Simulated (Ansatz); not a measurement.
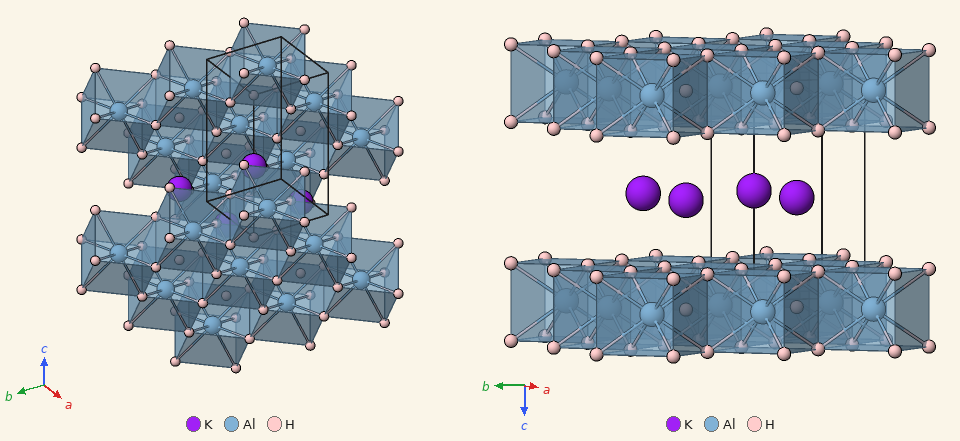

Polyhedra are drawn about Al (bonds: Al–H below 2.1 Å); other atoms are plain spheres. Two views of the same piece.

KAlH₅ (space group P4/mmm, No. 123). Coordinates: the end point of a relaxation with Ansatz 0.2.0, DFT PBE, scalar-relativistic, plane waves, PAW; the starting structure was generated, so it need not be a known form of this composition.

What figure surrounds each Al atom, and what does it share with the other drawn polyhedra?

Answer. Al: AlH8 cube, sharing edges with four neighbours.

What is the connectivity of the polyhedra: isolated, groups, chains, layers or framework?

Answer. They form layers of edge-sharing cubes parallel to (001). Their corner atoms also have K as close neighbours (those links are not drawn).

How far apart are the centres of linked polyhedra?

Answer. Centre to centre across a shared edge: 3.25 Å.
